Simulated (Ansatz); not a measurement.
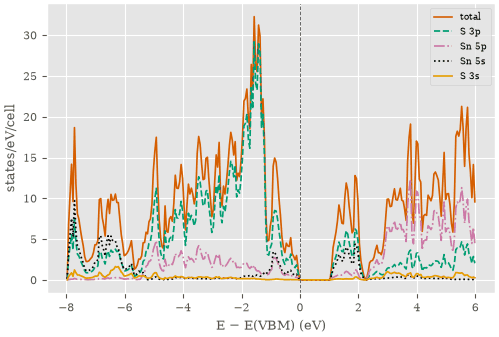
Figure: Total and projected density of states of Sn₂S₃ in space group Pnma (No. 62; Pearson symbol oP20), r²SCAN in the plane-wave PAW code Ansatz

### Question
Which orbitals carry the states next to the gap?

### Answer
Top 1 eV of the valence band: S 3p 59 %, Sn 5s 22 %, Sn 5p 17 %. Bottom 1 eV of the conduction band: S 3p 50 %, Sn 5s 34 %, Sn 5p 9 %, outside the projected shells 5 %. Projections are on Löwdin-orthogonalised atomic valence shells; empty p or d shells of many metals are not among them.

### Question
Where is the tallest occupied peak in this window, and what makes it?

### Answer
Near -1.6 eV, about 32 states/eV per cell; the largest projected share is S 3p.

The workflow started from a Materials Project entry (that database holds measured and hypothetical structures alike); the Crystallography Open Database files this formula in space group No. 62, but the cells were not matched. Whether it is the stable phase at ambient conditions was not checked. The r²SCAN relaxation kept the symmetry of its start; its stability against distortions is not shown here. A crystal of weakly bound chains computed without a dispersion correction: the cell and the soft elastic constants depend strongly on that. Spin–orbit coupling is left out wherever it is not named.

Potentials: the later of the program's two PAW sets.
